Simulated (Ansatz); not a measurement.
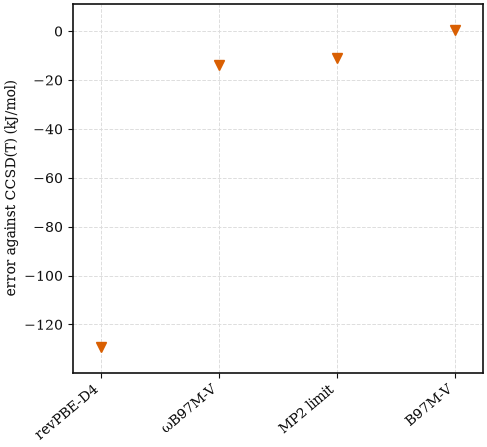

Error in the electronic atomisation energy (method less reference, so positive means overbinding) of Si₃H₈O, SMILES [SiH3]O[SiH2][SiH3]: functionals in def2-TZVPP against frozen-core CCSD(T) at the limit (MP2 extrapolated from triple and quadruple zeta, plus CCSD(T) less MP2 in a smaller set), which gives 3806.0 kJ/mol, at a PBE0-D4/def2-TZVP geometry (a minimum by its frequencies), no zero-point or spin-orbit term, the Ansatz code. The reference leaves out core correlation, a term that grows with the number of heavy atoms. Limit means the basis limit.

Q: What range do the values span?

A: From −129.4 kJ/mol (revPBE-D4) to 0.7 kJ/mol (B97M-V).

Q: Give the values.

A:
| level | kJ/mol |
| --- | --- |
| revPBE-D4 | −129.4 |
| ωB97M-V | −14.0 |
| MP2 limit | −11.1 |
| B97M-V | 0.7 |

Limits of at least one run: one conformer of a flexible molecule.
